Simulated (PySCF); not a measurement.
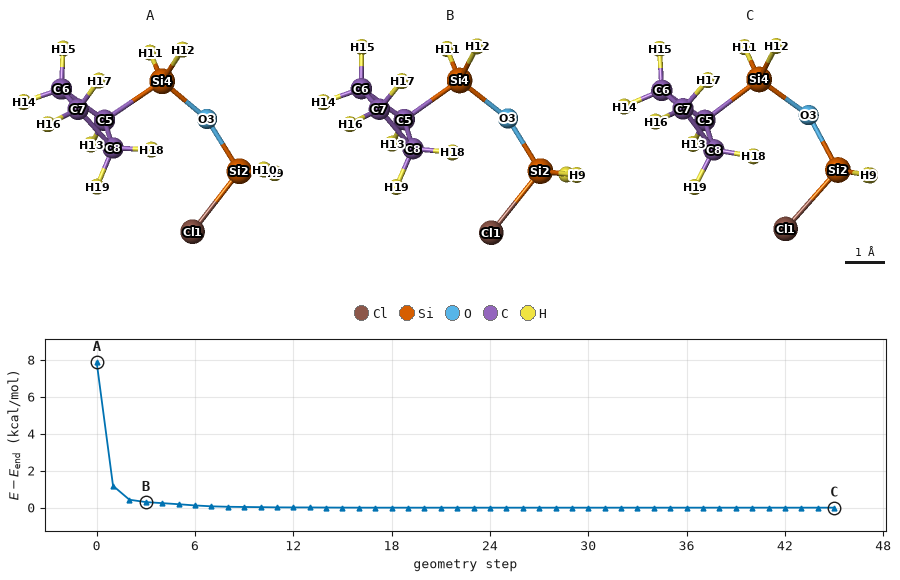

Frames of a relaxation of C₄H₁₁ClOSi₂, marked on the history of the run. A ball-and-stick model, seen at a tilt.

The start comes from GFN2-xTB. Its atoms were then displaced at random by about 0.01 Å.

Method: PBE0-D3(BJ)/def2-SVP geometry optimisation, gas phase in PySCF. 

Question: What happens along the run?

Answer: The relaxation stopped without meeting its thresholds, so the last structure isn't shown to be converged. The atom that moves furthest after the best rigid fit is H10 (0.29 Å). Largest moves by element: H 0.29 Å, Cl 0.20 Å, O 0.14 Å, C 0.13 Å, Si 0.10 Å. Near-neighbour distances that change, for instance: O3–Si4 1.587 → 1.672 Å, Cl1–Si2 2.012 → 2.072 Å, Si4–C5 1.926 → 1.869 Å, Si4–H11 1.439 → 1.492 Å. Among the angles between lasting bonds that change: Si2–O3–Si4 159.7° → 148.6°, H11–Si4–H12 113.4° → 109.2°, O3–Si2–H9 107.3° → 110.8°. After 45 geometry steps the energy has fallen by 7.88 kcal/mol. From step 0 to 3: H12 moves most (0.17 Å), energy −7.58 kcal/mol. From step 3 to 45: H9 moves most (0.29 Å), energy −0.30 kcal/mol.

```json
{"step": "0", "E − E(0), kcal/mol": "0.00"}
{"step": "1", "E − E(0), kcal/mol": "-6.70"}
{"step": "2", "E − E(0), kcal/mol": "-7.46"}
{"step": "3", "E − E(0), kcal/mol": "-7.58"}
{"step": "4", "E − E(0), kcal/mol": "-7.64"}
{"step": "5", "E − E(0), kcal/mol": "-7.70"}
{"step": "6", "E − E(0), kcal/mol": "-7.76"}
{"step": "7", "E − E(0), kcal/mol": "-7.81"}
{"step": "8", "E − E(0), kcal/mol": "-7.84"}
{"step": "9", "E − E(0), kcal/mol": "-7.85"}
{"step": "10", "E − E(0), kcal/mol": "-7.86"}
{"step": "12", "E − E(0), kcal/mol": "-7.87"}
{"step": "14", "E − E(0), kcal/mol": "-7.88"}
{"step": "16", "E − E(0), kcal/mol": "-7.88"}
{"step": "17", "E − E(0), kcal/mol": "-7.88"}
{"step": "19", "E − E(0), kcal/mol": "-7.89"}
{"step": "21", "E − E(0), kcal/mol": "-7.89"}
{"step": "23", "E − E(0), kcal/mol": "-7.88"}
{"step": "25", "E − E(0), kcal/mol": "-7.88"}
{"step": "27", "E − E(0), kcal/mol": "-7.88"}
{"step": "28", "E − E(0), kcal/mol": "-7.88"}
{"step": "30", "E − E(0), kcal/mol": "-7.88"}
{"step": "32", "E − E(0), kcal/mol": "-7.88"}
{"step": "34", "E − E(0), kcal/mol": "-7.88"}
{"step": "36", "E − E(0), kcal/mol": "-7.88"}
{"step": "38", "E − E(0), kcal/mol": "-7.88"}
{"step": "39", "E − E(0), kcal/mol": "-7.88"}
{"step": "41", "E − E(0), kcal/mol": "-7.88"}
{"step": "43", "E − E(0), kcal/mol": "-7.88"}
{"step": "45", "E − E(0), kcal/mol": "-7.88"}
```
